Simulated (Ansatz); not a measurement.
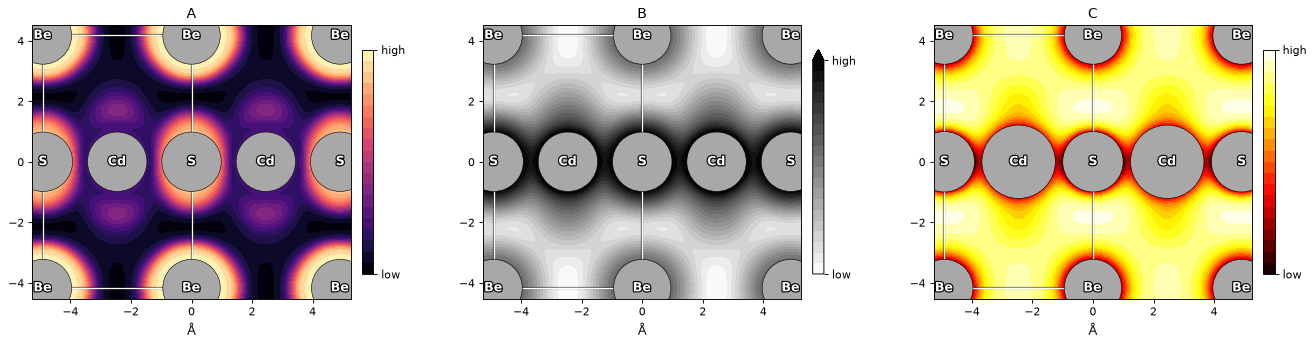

Be$_{3}$CdS$_{2}$: 3 fields on the (101) plane of the conventional cell, with unlabelled colour scales. Grey discs cover the atomic cores.

Space group P4/mmm; a structure generated by program, which may or may not match a known phase.

Computed with Ansatz 0.2.0, DFT PBE, scalar-relativistic, plane waves, PAW.

**Match the panels to the quantities (electron localisation function, electrostatic potential energy of an electron and valence pseudo-density).**

Panel A: electron localisation function. Panel B: valence pseudo-density. Panel C: electrostatic potential energy of an electron (low next to the atoms, rising into the space between them). From the grid: Cd–S (2.45 Å): the density is about 0.45 e/Å³ at the midpoint; the ELF peaks at about 0.80 in the valence shell of S, 0.8 Å from its nucleus, and is about 0.30 at the midpoint.
